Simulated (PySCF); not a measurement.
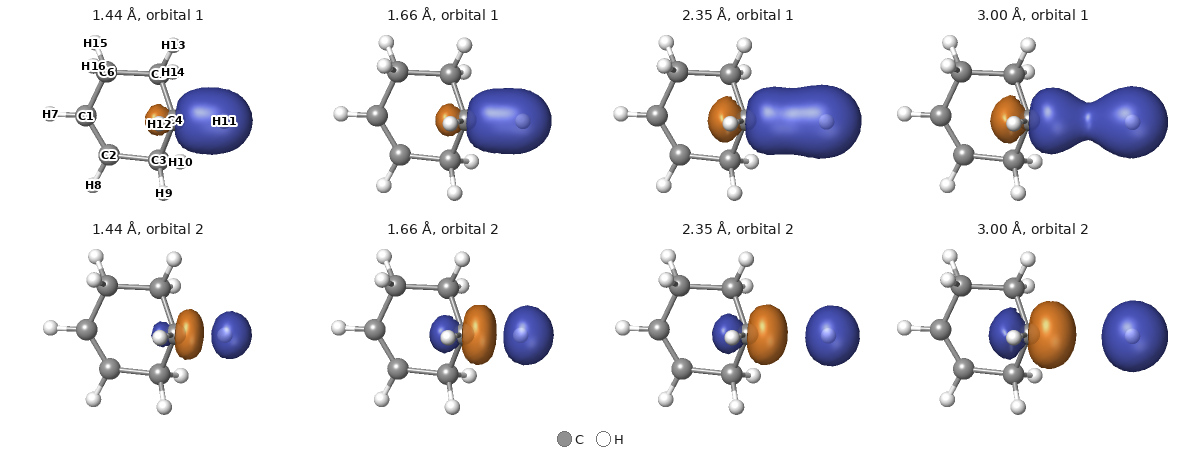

Figure. C6H10, SMILES `C1=CCCCC1`. Rigid stretch of the C4–H11 bond. The two CASSCF(2,2) natural orbitals nearest half filling (orbital 1 the more occupied).

PySCF calculation, 6-31G* basis, gas phase; geometry: GFN2-xTB. No frequency check shows the geometry to be a minimum.

The calculation's input:

```python
import numpy as np
from pyscf import gto, scf, mcscf

mol = gto.M(atom='''
C      0.65900    -1.29109    -0.05266
C     -0.65900    -1.29109     0.05266
C     -1.48377    -0.04227     0.11711
C     -0.68370     1.17568    -0.33742
C      0.68370     1.17568     0.33742
C      1.48377    -0.04227    -0.11711
H      1.20493    -2.22329    -0.10835
H     -1.20493    -2.22329     0.10835
H     -2.37651    -0.16152    -0.50250
H     -1.82634     0.10201     1.14778
H     -1.22767     2.09174    -0.09774
H     -0.54852     1.13709    -1.42054
H      1.22767     2.09174     0.09774
H      0.54852     1.13709     1.42054
H      2.37651    -0.16152     0.50250
H      1.82634     0.10201    -1.14778
''', basis='6-31g*', charge=0, spin=0, verbose=4)
# stretch the bond between atoms 4 and 11, from long to short, fragments rigid
a, b, move = 3, 10, [10]
xyz = mol.atom_coords(unit='Angstrom')
u = xyz[b] - xyz[a]
r0 = np.linalg.norm(u)
rows, last, dm_u = [], None, None
for r in [3.0, 2.35, 1.93, 1.66, 1.44, 1.28, 1.18, 1.07, 0.98]:
    new = xyz.copy()
    new[move] += u / r0 * (r - r0)
    m = mol.set_geom_(new, unit='Angstrom', inplace=False)
    rhf = scf.RHF(m).density_fit(auxbasis='def2-universal-jkfit').run()
    uhf = scf.UHF(m).density_fit(auxbasis='def2-universal-jkfit').newton()
    if dm_u is None:
        c = rhf.mo_coeff
        h = m.nelectron // 2 - 1
        ca, cb = c.copy(), c.copy()
        ca[:, h], cb[:, h] = (c[:, h] + c[:, h + 1]) / 2**.5, (c[:, h] - c[:, h + 1]) / 2**.5
        dm_u = np.array([x[:, :h + 1] @ x[:, :h + 1].T for x in (ca, cb)])
    uhf.kernel(dm0=dm_u)
    for _ in range(3):
        c, _, stable, _ = uhf.stability(return_status=True)
        if stable:
            break
        uhf.kernel(c, uhf.mo_occ)
    dm_u = uhf.make_rdm1()
    mc = mcscf.CASSCF(rhf, 2, 2)
    mc.natorb = True
    mc.fix_spin_(ss=0)
    guess = mcscf.addons.make_natural_orbitals(uhf)[1] if last is None else mcscf.project_init_guess(mc, last.mo_coeff, last.mol)
    mc.kernel(guess)
    last = mc
    act = slice(mc.ncore, mc.ncore + mc.ncas)
    print('r %.3f  RHF %.6f  UHF %.6f  <S^2> %.3f  CASSCF %.6f  occupations' % (r, rhf.e_tot, uhf.e_tot, uhf.spin_square()[0], mc.e_tot), mc.mo_occ[act].round(4))
    rows.append((new, rhf.e_tot, uhf.e_tot, uhf.spin_square()[0], mc.e_tot, mc.mo_occ[act], mc.mo_coeff[:, act], dm_u[0] - dm_u[1], rhf.converged and uhf.converged and mc.converged))
    np.savez('result.npz', **{k: [row[i] for row in rows] for i, k in enumerate('xyz rhf uhf s2 cas occ c spin ok'.split())})
```

Launched as:

```sh
OMP_NUM_THREADS=1 python input.py
```

The run took 8.5 min on 1 thread of Arm Neoverse V2 (shared host), peak memory 0.33 GiB.

**How do the occupations change along the stretch?**

1.44 Å: 1.95 and 0.05; 1.66 Å: 1.91 and 0.09; 2.35 Å: 1.63 and 0.37; 3.00 Å: 1.30 and 0.70. At the longest distance computed (3.00 Å) they are 1.30 and 0.70, and the effective number of unpaired electrons is 1.7.

**Where does the UHF solution part from RHF?**

Between 1.44 Å (⟨S²⟩ = 0, the two coincide) and 1.66 Å (⟨S²⟩ = 0.02); at 3.00 Å ⟨S²⟩ is 1.00 and UHF lies 3.4 eV below RHF.

**How much energy does the stretch cost?**

By CASSCF, 4.2 eV from the lowest point of the scan (1.07 Å) to 3.00 Å; RHF gives 7.1 eV from its own lowest point. The fragments aren't relaxed and dynamic correlation is missing, so this isn't a bond dissociation energy.
